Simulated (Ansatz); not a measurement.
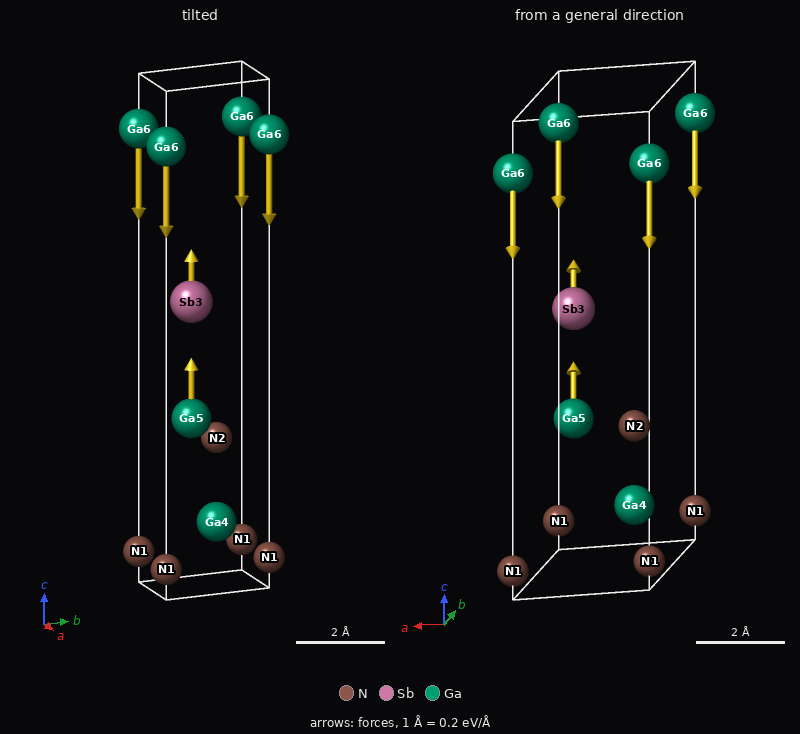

Crystal structure, spheres-only style, seen slightly off an axis and from a general direction. Lines trace the edges of the simulation cell. The arrows are the computed forces on the atoms.

System: Ga$_{3}$SbN$_{2}$. Theory: Ansatz 0.2.0, DFT, PBE, plane waves, PAW. Numerical settings: plane-wave cutoff 420 eV, k-mesh 12×12×2, Fermi-Dirac smearing of 0.02 eV, no spin polarisation.

Would an optimiser stop at this geometry?

No. The atoms still feel forces of up to about 0.34 eV/Å, far above a usual threshold of 0.01 to 0.03 eV/Å.

Which atom is pushed hardest?

Ga6, about 0.34 eV/Å.

It goes back to a structure type filled with these elements by a generator (whether the compound takes this form wasn't checked). Earlier steps of the study, as a rule a relaxation of our own, may have changed the cell and positions, so they can lie some per cent off the listed ones. It was run through Ansatz as a DFT input.
